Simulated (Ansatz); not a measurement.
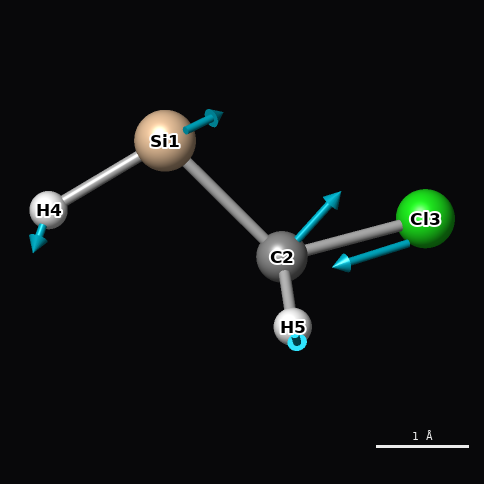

Arrows show the forces on the atoms, 0.7 Å of arrow for 1 eV/Å; forces under a tenth of the largest aren't drawn. State: neutral, doublet. Level of theory: CAM-B3LYP-D4/def2-TZVPP (Ansatz 0.2.0).

On which atom is the force largest, and how large is it?

Answer. On Cl3: 1.39 eV/Å.

Which bond do the forces act along most?

Answer. C2–Cl3, now 1.786 Å: the forces pull its atoms together, so a first step downhill shortens it.

List the force components in the frame of the picture (x right, y up, z towards the viewer), in eV/Å.

| atom | Fx | Fy | Fz |
| --- | --- | --- | --- |
| Si1 | 0.60 | 0.29 | −0.46 |
| C2 | 0.69 | 0.76 | 0.16 |
| Cl3 | −1.19 | −0.38 | 0.61 |
| H4 | −0.16 | −0.44 | 0.16 |
| H5 | 0.07 | −0.24 | −0.47 |
